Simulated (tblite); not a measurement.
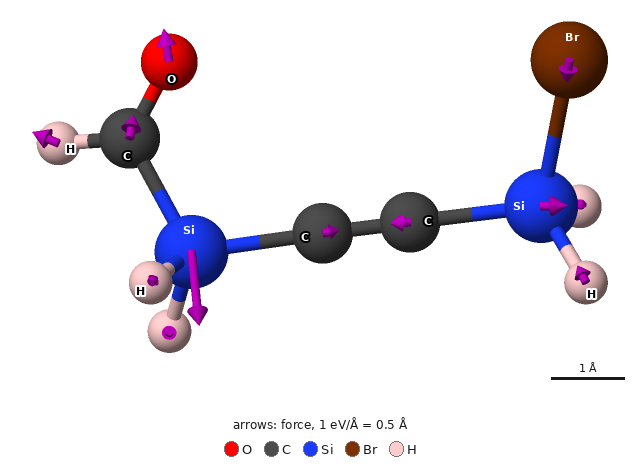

Starting geometry of C3H5BrOSi2 with the computed forces as purple arrows. The picture is a ball-and-stick view, seen face on.

These are results of GFN2-xTB geometry optimisation, gas phase (tblite 0.8.0), not measurements. 

Question: What follows when this structure is relaxed?

Answer: It isn't relaxed: the largest force vector, on a Si atom, is 2.36 eV/Å. The final displacements have little in common with the starting forces (cosine between the two patterns −0.03). The O atom moves most after the best rigid fit: 2.64 Å. By element the largest moves are O 2.64 Å, Br 2.18 Å, H 1.75 Å, C 0.59 Å, Si 0.47 Å. Some distances before and after: C–Si 1.831 → 1.924 Å, Br–Si 2.278 → 2.229 Å, H–Si 1.487 → 1.455 Å, C–H 1.085 → 1.113 Å. Bond angles that change, for instance: H–Si–H 105.1° → 114.9°, C–Si–C 110.8° → 103.7°, C–Si–H 106.3° → 111.2°. Groups turn about C–Si by about 150°. After 275 geometry steps the energy has fallen by 6.48 kcal/mol. Cost: 3.6 s on 1 thread of Arm Neoverse N1, on a shared host.
